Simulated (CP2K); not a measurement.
# PM6 run of AlH2SF (SMILES [F][AlH][SH])

Aim: the vertical ionisation energy of AlH2SF at PM6, from 2 runs. The job is set up through an ASE script.

The results are computed with CP2K 2026.2.

1 further run of the same task is left out (set aside as unsound or not needed).

## (1) Starting point

The species is AlH2SF (5 atoms), meant as a singlet with charge 0. As SMILES, `[F][AlH][SH]`. The shape is that of a PBE0-D4/def2-TZVP optimisation. This is one conformer, not always the lowest.

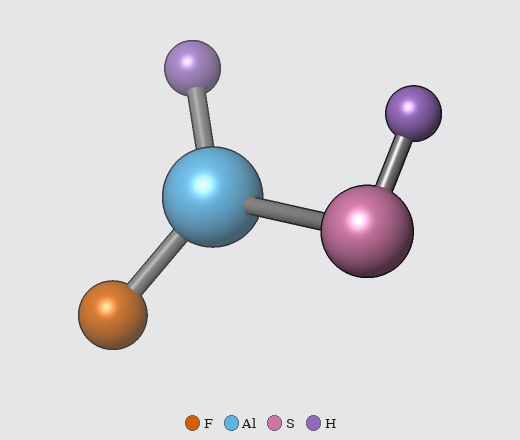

The structure, seen from a chosen angle (fluorine orange, aluminium blue, sulfur pink, hydrogen purple).

## (2) Energy and forces at PM6

Contents of molecule.xyz:

```xyz
5

F     -1.203500    -1.535800     0.877500
Al    -0.513900    -0.309100     0.024800
S      1.536100     0.182600     0.533500
H     -1.341100     0.430400    -1.085200
H      1.572300     1.158200    -0.392100
```

Contents of calc.py:

```python
import numpy as np
from ase.io import read
from ase.calculators.cp2k import CP2K

atoms = read("molecule.xyz")
atoms.set_cell([12.9, 12.7, 12.0])
atoms.center()
template = """
&FORCE_EVAL
   METHOD Quickstep
   &DFT
      &QS
         METHOD PM6
         EPS_DEFAULT 1.0E-10
         &SE
            &COULOMB
               CUTOFF [angstrom] 50
               RC_RANGE [angstrom] 0
            &END COULOMB
            &EXCHANGE
               CUTOFF [angstrom] 50
               RC_RANGE [angstrom] 0
            &END EXCHANGE
         &END SE
      &END QS
      &POISSON
         PERIODIC NONE
         POISSON_SOLVER ANALYTIC
      &END POISSON
      # SCF settings
      &SCF
         SCF_GUESS ATOMIC
         EPS_SCF 1.0E-07
         MAX_SCF 40
         &OT
            MINIMIZER CG
            PRECONDITIONER FULL_ALL
         &END OT
         &OUTER_SCF
            EPS_SCF 1.0E-07
            MAX_SCF 8
         &END OUTER_SCF
      &END SCF
      &PRINT
         &MOMENTS
            PERIODIC F
            REFERENCE COM
            MAX_MOMENT 1
         &END MOMENTS
         &MO_CUBES
            NLUMO 1
            NHOMO -1
            WRITE_CUBE F
         &END MO_CUBES
         &HIRSHFELD OFF
         &END HIRSHFELD
      &END PRINT
   &END DFT
   &SUBSYS
   &END SUBSYS
&END FORCE_EVAL
"""
cp2k = CP2K(command="cp2k.psmp -s", label="run", inp=template, basis_set=None, basis_set_file=None, potential_file=None, pseudo_potential=None, xc=None, cutoff=None, max_scf=None, charge=None, uks=False,
            force_eval_method=None, print_level="LOW", poisson_solver=None, stress_tensor=False)
atoms.calc = cp2k
print("E / eV:", round(atoms.get_potential_energy(), 6))
forces = atoms.get_forces()
print(np.array2string(forces, precision=5, suppress_small=True))
print("largest force / (eV/A): %.4f" % np.linalg.norm(forces, axis=1).max())
```

Started as:

```
OMP_NUM_THREADS=1 python calc.py
```

The log of the run:

```text
E / eV: -725.921918
[[ 0.21244  0.29024 -0.17798]
 [-0.1674  -0.17795  0.09172]
 [-0.53156 -0.37816  0.10997]
 [ 0.13797 -0.17581  0.23561]
 [ 0.34854  0.44168 -0.25932]]
largest force / (eV/A): 0.6616
```

run.out, cut to the lines that bear on the results:

```text
CP2K| version string:                                       CP2K version 2026.2
[...]
 GLOBAL| Method name                                                        CP2K
[...]
 GLOBAL| Run type                                                   ENERGY_FORCE
[...]
 *** WARNING in qs_kind_types.F:2264 :: Information provided in the input ***
 *** file regarding BASIS for KIND <F> will be ignored!                   ***
 *** WARNING in qs_kind_types.F:2264 :: Information provided in the input ***
 *** file regarding BASIS for KIND <Al> will be ignored!                  ***
 *** WARNING in qs_kind_types.F:2264 :: Information provided in the input ***
 *** file regarding BASIS for KIND <S> will be ignored!                   ***
 *** WARNING in qs_kind_types.F:2264 :: Information provided in the input ***
 *** file regarding BASIS for KIND <H> will be ignored!                   ***
[...]
                             - Atoms:                                          5
[...]
                             - Spherical basis functions:                     24
[...]
 Number of electrons:                                                         18
[...]
     1 OT CG       0.15E+00    0.0     0.41932274       -23.6989993343 -2.37E+01
[...]
    36 OT CG       0.12E+00    0.0     0.00000009       -26.6771407877 -2.84E-13
  *** SCF run converged in    36 steps ***
  Core-core repulsion energy [eV]:                            579.16101279363716
  Core Hamiltonian energy [eV]:                             -1199.40889277697875
  Two-electron integral energy [eV]:                         -211.34807637489985
  Electronic energy [eV]:                                   -1305.08293096442867
  Total energy [eV]:                                         -725.92191817079163
  Atomic reference energy [eV]:                               722.12079379057286
  Heat of formation [kcal/mol]:                               -87.65601753000246
[...]
 SE_DIPOLE| Moment [Debye]          0.28154234      -1.91745055       1.98601187
 SE_DIPOLE| Derivative [a.u.]       0.00000000       0.00000000       0.00000000
 *** WARNING in qs_scf_post_se.F:140 :: Printing of MO cube files not ***
 *** implemented for Semi-Empirical method.                           ***
 ENERGY| Total FORCE_EVAL ( QS ) energy [hartree]            -26.677140787747621
[...]
```

Run time: 0.97 s. Hardware: 1 thread of Arm Neoverse V2, shared host.

## (3) The doublet cation at the same level

molecule.xyz is that of step 2.

Contents of cp2k_ase.py:

```python
import numpy as np
from ase.io import read
from ase.calculators.cp2k import CP2K

atoms = read("molecule.xyz")
atoms.set_cell([12.9, 12.7, 12.0])
atoms.center()
template = """
&FORCE_EVAL
  METHOD QS
  &DFT
    CHARGE 1
    MULTIPLICITY 2
    UKS T
    ! Quickstep
    &QS
      METHOD PM6
      EPS_DEFAULT 1.0E-10
      &SE
        &COULOMB
          CUTOFF [angstrom] 50
          RC_RANGE [angstrom] 0
        &END COULOMB
        &EXCHANGE
          CUTOFF [angstrom] 50
          RC_RANGE [angstrom] 0
        &END EXCHANGE
      &END SE
    &END QS
    ! cluster boundary conditions
    &POISSON
      PERIODIC NONE
      POISSON_SOLVER ANALYTIC
    &END POISSON
    ! self-consistent field
    &SCF
      SCF_GUESS ATOMIC
      EPS_SCF 1.0E-07
      MAX_SCF 80
      ADDED_MOS 8
      &DIAGONALIZATION
        ALGORITHM STANDARD
      &END DIAGONALIZATION
      &MIXING
        METHOD DIRECT_P_MIXING
        ALPHA 0.4
      &END MIXING
    &END SCF
    &PRINT
      &MOMENTS
        PERIODIC F
        REFERENCE COM
        MAX_MOMENT 1
      &END MOMENTS
      &MO ON
        ENERGIES T
        OCCUPATION_NUMBERS T
        NDIGITS 6
        &EACH
          QS_SCF 0
        &END EACH
        ADD_LAST NUMERIC
      &END MO
      &HIRSHFELD OFF
      &END HIRSHFELD
    &END PRINT
  &END DFT
  ! structure
  &SUBSYS
  &END SUBSYS
&END FORCE_EVAL
"""
cp2k = CP2K(command="cp2k.psmp -s", label="mol", inp=template, basis_set=None, basis_set_file=None, potential_file=None, pseudo_potential=None, xc=None, cutoff=None, max_scf=None, charge=None, uks=False,
            force_eval_method=None, print_level="LOW", poisson_solver=None, stress_tensor=False)
atoms.calc = cp2k
e = atoms.get_potential_energy()
f = atoms.get_forces()
print(f"energy = {e:.6f} eV")
print("forces (eV/angstrom):")
for s, v in zip(atoms.get_chemical_symbols(), f):
    print(f"{s:2s} {v[0]:10.5f} {v[1]:10.5f} {v[2]:10.5f}")
```

Started as:

```
OMP_NUM_THREADS=1 python cp2k_ase.py
```

The log of the run:

```text
energy = -716.422763 eV
forces (eV/angstrom):
F     0.90665    0.86434   -0.39916
Al   -3.35830   -1.38707   -0.27187
S     1.61778    0.18129    0.60120
H     0.40518   -0.04257    0.23539
H     0.42869    0.38401   -0.16557
```

mol.out, cut to the lines that bear on the results:

```text
CP2K| version string:                                       CP2K version 2026.2
[...]
 GLOBAL| Method name                                                        CP2K
[...]
 GLOBAL| Run type                                                   ENERGY_FORCE
[...]
 *** WARNING in qs_kind_types.F:2264 :: Information provided in the input ***
 *** file regarding BASIS for KIND <F> will be ignored!                   ***
 *** WARNING in qs_kind_types.F:2264 :: Information provided in the input ***
 *** file regarding BASIS for KIND <Al> will be ignored!                  ***
 *** WARNING in qs_kind_types.F:2264 :: Information provided in the input ***
 *** file regarding BASIS for KIND <S> will be ignored!                   ***
 *** WARNING in qs_kind_types.F:2264 :: Information provided in the input ***
 *** file regarding BASIS for KIND <H> will be ignored!                   ***
[...]
                             - Atoms:                                          5
[...]
                             - Spherical basis functions:                     24
[...]
 Number of electrons:                                                          9
[...]
     1 P_Mix/Diag. 0.40E+00    0.0     0.44699829       -24.1898644280 -2.42E+01
[...]
    27 DIIS/Diag.  0.11E-06    0.0     0.00000010       -26.3280532400 -1.07E-13
  *** SCF run converged in    27 steps ***
  Core-core repulsion energy [eV]:                            579.16101279363716
  Core Hamiltonian energy [eV]:                             -1159.93155408837993
  Two-electron integral energy [eV]:                         -271.30444322962245
  Electronic energy [eV]:                                   -1295.58377570319090
  Total energy [eV]:                                         -716.42276290955397
  Atomic reference energy [eV]:                               722.12079379057286
  Heat of formation [kcal/mol]:                               131.39972409014953
[...]
 SE_DIPOLE| Moment [Debye]         -4.60715670      -4.13252036       1.77870202
 SE_DIPOLE| Derivative [a.u.]       0.00000000       0.00000000       0.00000000
 ENERGY| Total FORCE_EVAL ( QS ) energy [hartree]            -26.328053240002447
[...]
```

It took 0.74 s on 1 thread of Arm Neoverse V2, shared host.

## (4) What came out

At PM6:

```
                                          quantity           value
                      singlet AlH2SF: total energy    -26.67714 Eh
                     singlet AlH2SF: dipole moment          2.77 D
                 singlet AlH2SF: heat of formation  -87.7 kcal/mol
                      doublet cation: total energy    -26.32805 Eh
doublet cation: HOMO energy (highest over α and β)       -16.46 eV
 doublet cation: LUMO energy (lowest over α and β)        -9.21 eV
                 doublet cation: heat of formation  131.4 kcal/mol
vertical ionisation energy (to the doublet cation)        9.499 eV
```

What this shows: Removing an electron at fixed nuclei costs 9.50 eV (917 kJ/mol).
